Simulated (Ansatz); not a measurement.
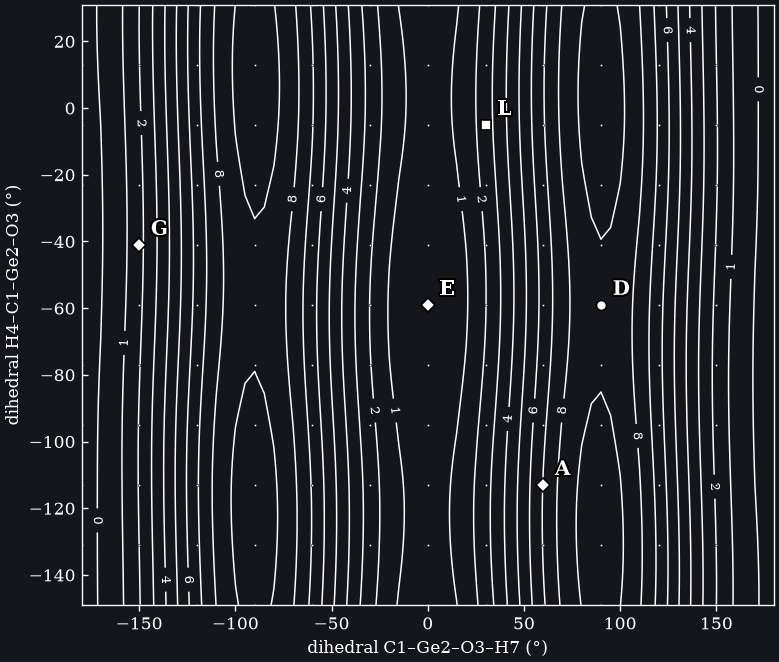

CH₄GeO, SMILES [CH3][Ge][OH]. Coordinates scanned: (1) dihedral C1–Ge2–O3–H7; (2) dihedral H4–C1–Ge2–O3. Nothing is relaxed (all other coordinates rigid). The grid has 12 × 11 points. Points are written as (first, second). Energies: kcal/mol, counted from the relaxed molecule at the same level. Method: Ansatz 0.2.0, RKS PBE0-D4/def2-TZVP.

Drawn: contour lines labelled in kcal/mol, dots at the grid points, lettered points. Between grid points the surface is interpolated.

### Is D the lowest point of the computed grid?

No. D lies 9.1 kcal/mol above the lowest grid point, which is at (−180°, −59°).

### Rank the lettered points by energy, lowest first.

E (0.0 kcal/mol), G (1.7 kcal/mol), L (2.5 kcal/mol), A (7.0 kcal/mol), D (8.8 kcal/mol).

### What kind of point is each of A, D, E, G, L: minimum, saddle, maximum or slope?

A: on a slope; D: saddle point; E: minimum; G: on a slope; L: on a slope. (In these two coordinates alone; a stationary point may lie a little off the grid point.)
